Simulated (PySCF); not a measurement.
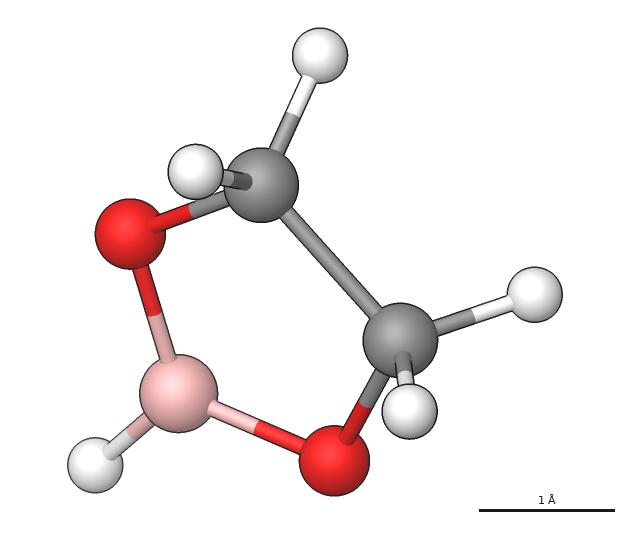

Every bond is drawn as one stick, whatever its order. Colours: boron pink, oxygen red, carbon grey, hydrogen white.

The computed structure is the end point of a GFN2-xTB optimisation. No frequency run is at hand to confirm it as a minimum.

Question: Give the formula.

Answer: C₂H₅BO₂, 10 atoms: 2 carbon, 5 hydrogen, 1 boron and 2 oxygen.

Question: How many bonds of each kind are drawn?

Answer: 4 C–H, 2 B–O, 2 C–O, 1 C–C, 1 B–H.

More results for the same structure follow; atom numbers are the same in all pictures, views and colours differ.

## Shape

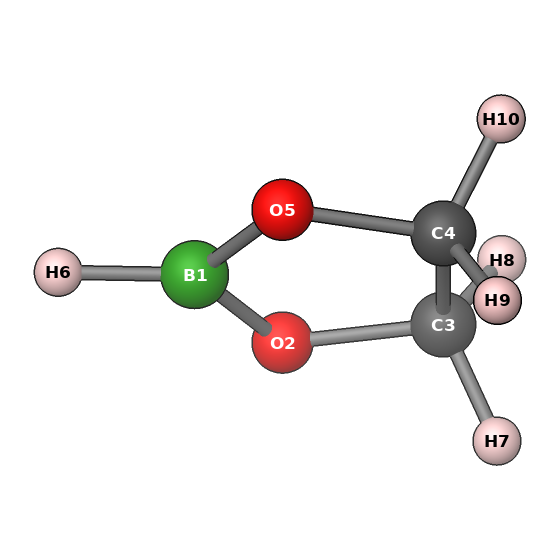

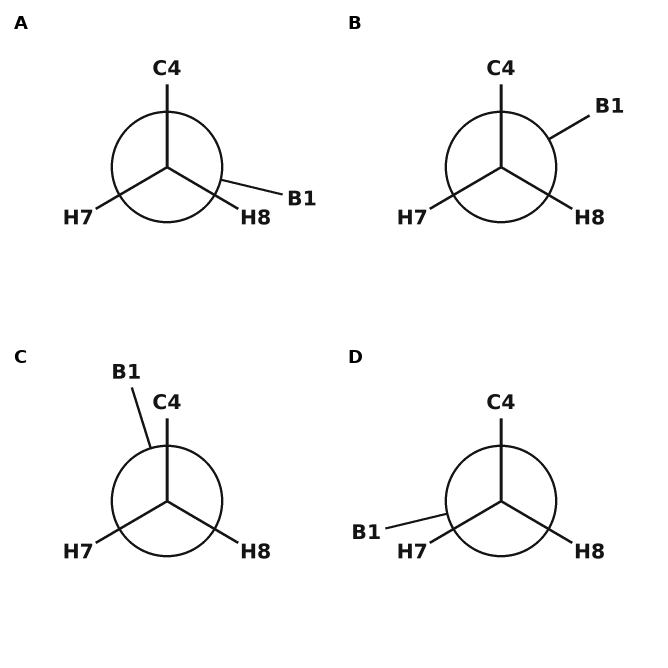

Atoms fade into the background with distance from the viewer. Bonds that would overlap in a projection are set slightly apart. No frequency run is at hand to confirm it as a minimum.

Question: Which Newman projection shows the view along C3–O2, with C3 in front?

Answer: C. The torsion angle C4–C3–O2–B1 is 0°, synperiplanar (eclipsed).

## Dipole moment

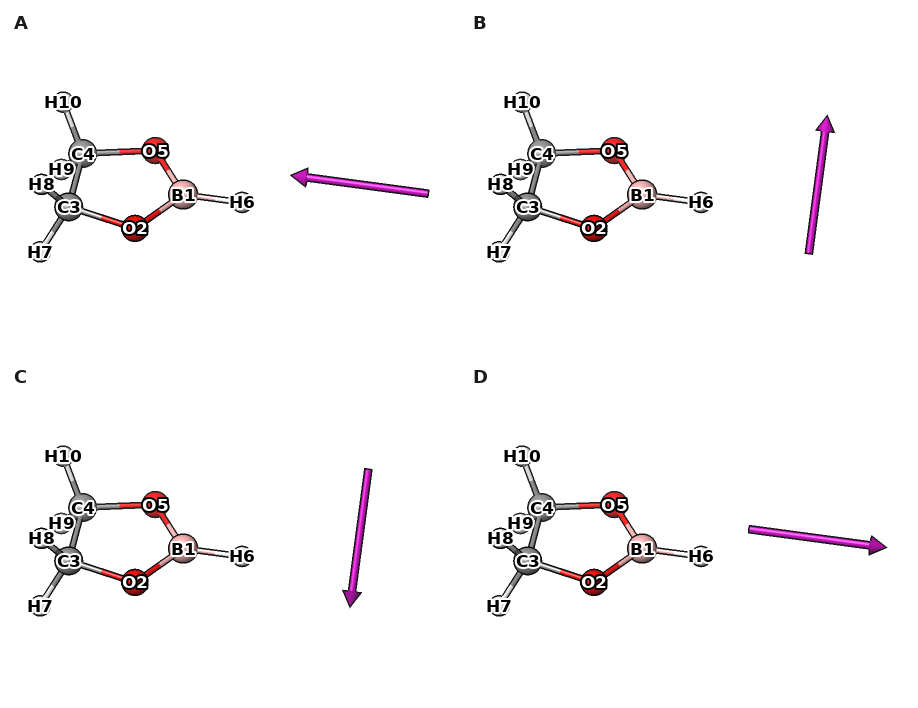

The same molecule four times, each with an arrow. No frequency run is at hand to confirm it as a minimum. Properties computed with PBE0/def2-SVPD, gas phase (PySCF 2.14.0).

Question: Which arrow points along the dipole moment, from the negative to the positive end?

Answer: A. The dipole moment is 2.24 D; it points from the side of H6 to the side of H7, H8, H9, H10 (the outermost atoms at the two ends).

## Quadrupole coupling

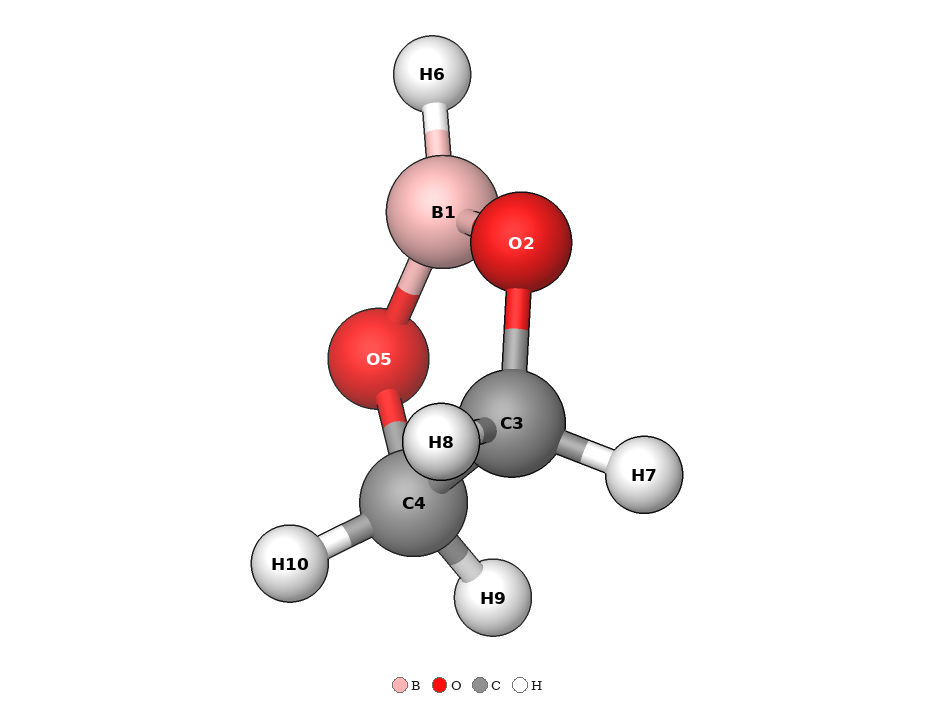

No frequency run is at hand to confirm it as a minimum. Electric field gradients from the ground-state density, PBE0/pcSseg-1 (PySCF 2.14.0), non-relativistic apart from any core potentials.

Give the largest field-gradient component, the quadrupole coupling constant and the asymmetry for 11B at B1 (Q = 40.59 mb), 17O at O2 (Q = −25.6 mb), 2H at H6 (Q = 2.86 mb), 2H at H7 (Q = 2.86 mb).

```json
{"atom": "B1", "V_zz (a.u.)": "0.356", "e²qQ/h (MHz)": "3.39", "η": "0.54"}
{"atom": "O2", "V_zz (a.u.)": "1.577", "e²qQ/h (MHz)": "−9.49", "η": "0.13"}
{"atom": "H6", "V_zz (a.u.)": "0.253", "e²qQ/h (MHz)": "0.170", "η": "0.02"}
{"atom": "H7", "V_zz (a.u.)": "0.291", "e²qQ/h (MHz)": "0.196", "η": "0.05"}
```

## Electronic properties

No frequency run is at hand to confirm it as a minimum. Level of theory: PBE0/def2-SVPD, gas phase (PySCF 2.14.0). Excitations: vertical, linear response.

Question: What is the mean static polarisability?

Answer: 41.6 bohr³.

Question: Give the lowest vertical singlet excitation at this level.

Answer: 7.29 eV.

Question: Estimate the LUMO energy (Kohn–Sham orbital).

Answer: 0.44 eV.

Question: What is the HOMO energy (Kohn–Sham orbital)?

Answer: −8.15 eV.

The geometry is semi-empirical. Around B such bond lengths and angles can be off by a tenth of an ångström or more and by several degrees, and values that hang on the shape move with them.
